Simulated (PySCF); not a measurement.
# Geometry relaxation, with input and output: C$_{4}$H$_{14}$BNSi

- system: C$_{4}$H$_{14}$BNSi, SMILES CB(C)[SiH2]N(C)C
- method: PBE0-D3(BJ)/def2-SVP geometry optimisation, gas phase (PySCF 2.14.0)

It belongs to a series of runs on one base structure; here: H on Si replaced by BMe2.

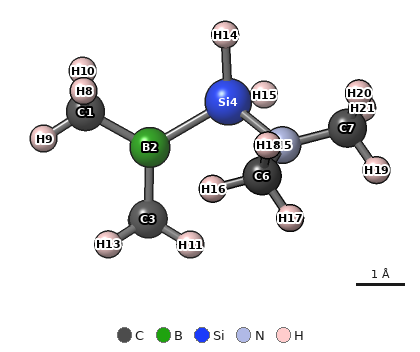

Figure 1. The structure as given in the input (ball-and-stick view, seen at a tilt; atoms are numbered from 1 in the order of the input). Bond lengths as drawn: B–C 1.57 to 1.58 Å, B–Si 1.93 Å, C–H 1.06 to 1.13 Å, C–N 1.43 to 1.44 Å, H–Si 1.50 to 1.51 Å and N–Si 1.76 Å.

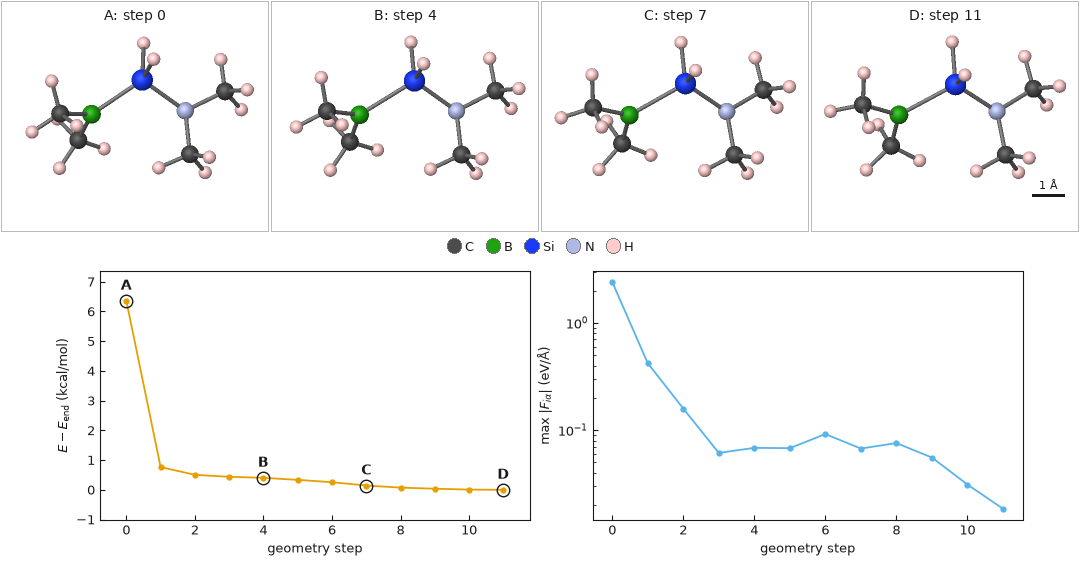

Figure 2. Frames of the relaxation (ball-and-stick view, seen at a tilt) above the curves, on which the letters mark them (steps are counted from 0).

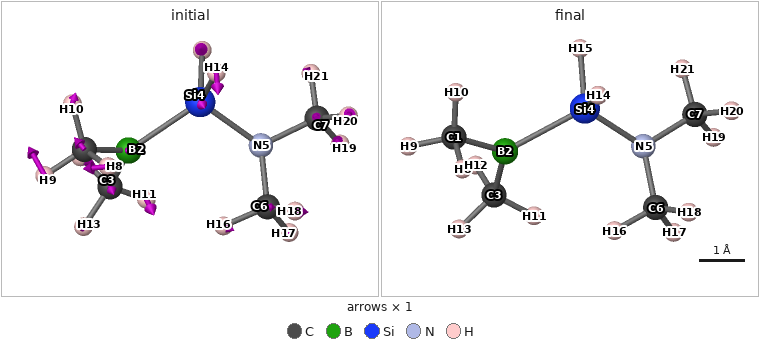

Figure 3. Before (left) and after (right) the relaxation, at one scale (ball-and-stick view, seen at a tilt). The pink arrows give the displacements, at true length. H9 moves most after the best rigid fit: 0.86 Å. Largest moves by element: H 0.86 Å, C 0.38 Å, Si 0.30 Å, B 0.11 Å, N 0.06 Å. Distances before and after: B2–Si4 1.930 → 2.032 Å, C1–H9 1.063 → 1.101 Å, C3–H11 1.071 → 1.099 Å, C7–H21 1.076 → 1.100 Å. Among the angles that change: B2–Si4–H15 116.7° → 108.5°, B2–Si4–H14 116.9° → 110.7°, B2–C1–H8 109.7° → 103.6°. Over 11 geometry steps the energy falls by 6.36 kcal/mol. Largest force component: 2.4 eV/Å at the start, 0.018 eV/Å at the end. (Atoms are counted from 1 in the order of the input.)

The input and output of the run follow.

Input
```
{"job": {"xc": "PBE0", "basis": "def2-SVP", "d3": "d3bj", "grid": 1, "shake": 0.01, "kind": "geom"}, "charge": 0, "multiplicity": 1}
C      2.549570     1.126040     0.755130
B      1.509730     0.051370     0.243950
C      1.944510    -0.922570    -0.913480
Si    -0.188680    -0.151560     1.138170
N     -1.464600    -0.277130    -0.074180
C     -1.448920     0.574750    -1.235440
C     -2.787680    -0.671470     0.292410
H      2.109770     2.153620     0.658880
H      3.486350     1.172310     0.254450
H      2.723180     1.019180     1.825870
H      1.134190    -1.370480    -1.451270
H      2.504520    -1.748480    -0.427760
H      2.633660    -0.469300    -1.626680
H     -0.549790     0.895660     2.163250
H     -0.396520    -1.419200     1.907050
H     -0.419050     0.830160    -1.489700
H     -1.907720     0.057020    -2.077230
H     -2.006750     1.512560    -1.070990
H     -3.277370    -1.180370    -0.551970
H     -3.446940     0.195010     0.578960
H     -2.772630    -1.354850     1.123580
```

The first line tells a small driver script what to run in PySCF; the rest is the geometry in Å.

Run as:
```bash
OMP_NUM_THREADS=1 python <driver script> task.json out
```

Output
```
step   0  E = -529.26724123  max force = 0.046833
step   1  E = -529.27615546  max force = 0.008171
step   2  E = -529.27657264  max force = 0.003090
step   3  E = -529.27667940  max force = 0.001192
step   4  E = -529.27673206  max force = 0.001329
step   5  E = -529.27684302  max force = 0.001321
step   6  E = -529.27696800  max force = 0.001785
step   7  E = -529.27714633  max force = 0.001309
step   8  E = -529.27725732  max force = 0.001472
step   9  E = -529.27731862  max force = 0.001078
step  10  E = -529.27736300  max force = 0.000605
step  11  E = -529.27737675  max force = 0.000361
optimisation converged
```

Trajectory as extended XYZ (Å, eV, eV/Å), 5 of the 12 frames kept, from step=0 to step=11
```
21
Properties=species:S:1:pos:R:3:forces:R:3 step=0 energy=-14402.09521
C     2.5496    1.1260    0.7551   -1.5479   0.5698   0.0633
B     1.5097    0.0514    0.2440    2.1773   0.2210  -0.5778
C     1.9445   -0.9226   -0.9135    0.2070   0.3785   0.6093
Si   -0.1887   -0.1516    1.1382   -2.4082  -0.3178   0.5156
N    -1.4646   -0.2771   -0.0742    0.4487   0.1720  -0.0722
C    -1.4489    0.5747   -1.2354    0.0318  -0.1218   0.7339
C    -2.7877   -0.6715    0.2924   -0.3735   0.7823  -0.3228
H     2.1098    2.1536    0.6589   -0.0058  -0.4601   0.1113
H     3.4863    1.1723    0.2545    1.2395  -0.1926  -0.6948
H     2.7232    1.0192    1.8259    0.0418  -0.0380   0.5302
H     1.1342   -1.3705   -1.4513   -0.8318  -0.5588  -0.4814
H     2.5045   -1.7485   -0.4278   -0.0396   0.0662   0.0610
H     2.6337   -0.4693   -1.6267    0.3196   0.2035  -0.1850
H    -0.5498    0.8957    2.1633    0.2499   0.1864   0.0144
H    -0.3965   -1.4192    1.9070    0.3683  -0.1720   0.1311
H    -0.4190    0.8302   -1.4897    0.2978   0.1416  -0.2721
H    -1.9077    0.0570   -2.0772   -0.1586  -0.1447  -0.5423
H    -2.0067    1.5126   -1.0710   -0.0837   0.2556  -0.0865
H    -3.2774   -1.1804   -0.5520   -0.1645  -0.0956  -0.1206
H    -3.4469    0.1950    0.5790    0.2172  -0.3115  -0.0968
H    -2.7726   -1.3549    1.1236    0.0149  -0.5640   0.6822
21
Properties=species:S:1:pos:R:3:forces:R:3 step=3 energy=-14402.35203
C     2.6356    1.0934    0.8291   -0.0487  -0.0210   0.0065
B     1.5833    0.0991    0.2276    0.0235   0.0077   0.0174
C     1.9130   -0.8033   -1.0081    0.0232   0.0367   0.0178
Si   -0.2277   -0.1113    1.1353   -0.0422  -0.0025  -0.0006
N    -1.4902   -0.2773   -0.0667   -0.0366   0.0129  -0.0613
C    -1.5177    0.5886   -1.2178    0.0284   0.0024   0.0565
C    -2.7917   -0.7659    0.3096    0.0173  -0.0105  -0.0094
H     2.2204    2.1155    0.7284    0.0160  -0.0192  -0.0114
H     3.6285    1.0745    0.3576    0.0523   0.0003  -0.0219
H     2.7481    0.9561    1.9189   -0.0123   0.0100   0.0073
H     1.0491   -1.2400   -1.5272   -0.0252  -0.0093  -0.0177
H     2.4802   -1.6514   -0.5684   -0.0106   0.0091   0.0054
H     2.6011   -0.3345   -1.7305    0.0043  -0.0005  -0.0074
H    -0.5018    0.9995    2.1259    0.0152  -0.0070  -0.0053
H    -0.2569   -1.3761    1.9498    0.0179   0.0199   0.0118
H    -0.4979    0.8868   -1.5076    0.0188   0.0099  -0.0069
H    -1.9653    0.0745   -2.0883   -0.0117  -0.0177  -0.0130
H    -2.1018    1.5196   -1.0561   -0.0005   0.0026   0.0034
H    -3.2706   -1.2939   -0.5364   -0.0063  -0.0019  -0.0013
H    -3.4879    0.0391    0.6276   -0.0062  -0.0016   0.0031
H    -2.7077   -1.4817    1.1402   -0.0168  -0.0202   0.0269
21
Properties=species:S:1:pos:R:3:forces:R:3 step=6 energy=-14402.35989
C     2.7117    1.0364    0.8573    0.0133  -0.0495   0.0597
B     1.5865    0.1500    0.2244    0.0044  -0.0478  -0.0282
C     1.8625   -0.7469   -1.0266   -0.0260   0.0441  -0.0481
Si   -0.2362    0.0034    1.1170   -0.0317  -0.0327   0.0663
N    -1.4963   -0.2711   -0.0696    0.0762  -0.0131   0.0918
C    -1.5765    0.6005   -1.2114   -0.0490   0.0009  -0.0679
C    -2.7547   -0.8650    0.3042   -0.0104   0.0118  -0.0050
H     2.4342    2.0890    0.6569   -0.0078   0.0340  -0.0319
H     3.7245    0.8704    0.4539   -0.0502   0.0120   0.0291
H     2.7318    0.9661    1.9587    0.0311   0.0182  -0.0162
H     0.9743   -1.0958   -1.5744    0.0395   0.0051   0.0184
H     2.3317   -1.6481   -0.5779    0.0007  -0.0259  -0.0090
H     2.6137   -0.3380   -1.7225   -0.0032  -0.0069   0.0046
H    -0.5236    1.1595    2.0481   -0.0068   0.0411  -0.0353
H    -0.2334   -1.2006    2.0185    0.0040  -0.0232  -0.0135
H    -0.5760    0.9689   -1.4947   -0.0299  -0.0171   0.0088
H    -1.9877    0.0641   -2.0886    0.0127   0.0255   0.0146
H    -2.2199    1.4907   -1.0436   -0.0007  -0.0044  -0.0061
H    -3.1886   -1.4265   -0.5448    0.0077  -0.0007   0.0045
H    -3.5160   -0.1208    0.6221    0.0069   0.0015  -0.0028
H    -2.6199   -1.5749    1.1357    0.0190   0.0269  -0.0338
21
Properties=species:S:1:pos:R:3:forces:R:3 step=8 energy=-14402.36776
C     2.7705    0.9470    0.9307    0.0073   0.0263   0.0101
B     1.5976    0.1812    0.2316   -0.0547  -0.0366  -0.0172
C     1.8393   -0.6569   -1.0667    0.0328   0.0048   0.0068
Si   -0.2452    0.1206    1.0923    0.0757  -0.0158   0.0327
N    -1.4968   -0.2638   -0.0688   -0.0088  -0.0076   0.0051
C    -1.6593    0.5768   -1.2260   -0.0050   0.0050  -0.0179
C    -2.7027   -0.9453    0.3253   -0.0154   0.0041   0.0097
H     2.6577    1.9988    0.5947   -0.0056  -0.0036  -0.0162
H     3.7790    0.6240    0.6262   -0.0087  -0.0007   0.0084
H     2.7068    0.9918    2.0294   -0.0041  -0.0058  -0.0035
H     0.9493   -0.8786   -1.6724    0.0020   0.0083   0.0038
H     2.1799   -1.6321   -0.6556   -0.0030  -0.0025  -0.0158
H     2.6648   -0.2985   -1.7030    0.0013   0.0051   0.0050
H    -0.5421    1.3616    1.9037    0.0051   0.0115  -0.0062
H    -0.2358   -1.0060    2.0889   -0.0244   0.0009  -0.0014
H    -0.6943    1.0136   -1.5309   -0.0030   0.0001   0.0027
H    -2.0413   -0.0041   -2.0868    0.0043   0.0011   0.0019
H    -2.3652    1.4190   -1.0634   -0.0025  -0.0023   0.0009
H    -3.0957   -1.5565   -0.5090    0.0015  -0.0007   0.0002
H    -3.5181   -0.2567    0.6340    0.0025   0.0035  -0.0046
H    -2.5060   -1.6244    1.1684    0.0026   0.0047  -0.0045
21
Properties=species:S:1:pos:R:3:forces:R:3 step=11 energy=-14402.37101
C     2.7543    0.9257    0.9546   -0.0046   0.0007  -0.0041
B     1.6036    0.1507    0.2279    0.0026   0.0078   0.0008
C     1.8800   -0.6399   -1.0930    0.0066  -0.0052   0.0044
Si   -0.2388    0.1026    1.0839   -0.0065  -0.0028  -0.0185
N    -1.5065   -0.2756   -0.0631   -0.0082   0.0050  -0.0069
C    -1.6637    0.5472   -1.2345    0.0091  -0.0039   0.0088
C    -2.7258   -0.9192    0.3535    0.0031   0.0036   0.0015
H     2.6527    1.9637    0.5728    0.0028  -0.0029   0.0023
H     3.7716    0.5948    0.6925    0.0065  -0.0043  -0.0014
H     2.6549    1.0064    2.0481   -0.0055   0.0034   0.0014
H     1.0059   -0.8293   -1.7317   -0.0043   0.0008  -0.0045
H     2.2074   -1.6358   -0.7248   -0.0016   0.0025   0.0023
H     2.7204   -0.2515   -1.6910   -0.0007   0.0003  -0.0017
H    -0.5016    1.3740    1.8613    0.0010  -0.0065   0.0099
H    -0.2617   -1.0003    2.1051    0.0026   0.0039   0.0044
H    -0.6958    0.9695   -1.5492    0.0028   0.0035  -0.0003
H    -2.0543   -0.0436   -2.0843    0.0000  -0.0029  -0.0033
H    -2.3609    1.3986   -1.0824   -0.0008  -0.0002  -0.0003
H    -3.1367   -1.5428   -0.4629   -0.0012  -0.0001  -0.0003
H    -3.5229   -0.2033    0.6470   -0.0009   0.0000   0.0007
H    -2.5401   -1.5804    1.2128   -0.0026  -0.0027   0.0050
```

Key numbers

| quantity | value |
| --- | --- |
| outcome | converged |
| total energy | −529.277377 hartree |
| dipole moment | 1.03 D |
| point group | C1 |
| hardware | 1 CPU thread, shared host |
| wall time | 4.6 min |
| peak memory | 0.79 GiB |
